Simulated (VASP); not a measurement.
Band structure of Mg2Sn (antifluorite). Calculation: modified Becke-Johnson potential (mBJ) with spin-orbit coupling, VASP's PBE PAW potentials (set 64) (plane waves; VASP).

mBJ is a potential without an energy functional, so only the levels count.

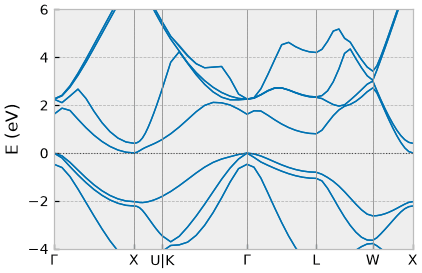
Figure. Bands along high-symmetry lines, zero at the valence-band maximum or, without a gap, the Fermi level

Task: Read the plot: is there a gap, and where are the band edges?

Result: It has no gap at this level: it comes out as a metal or semimetal.

Measured: gap 0.36 eV (computed value off by -0.36 eV), as given by Byungki Ryu et al., Journal of the Korean Physical Society (2019), arXiv:1905.06140.

The compound is Mg2Sn in the antifluorite structure. It was relaxed first. The k-mesh is coarse (spacing up to 0.40 per Å, 2π included), so the numbers may not be converged in it. The cell's shape comes from a PBE relaxation.
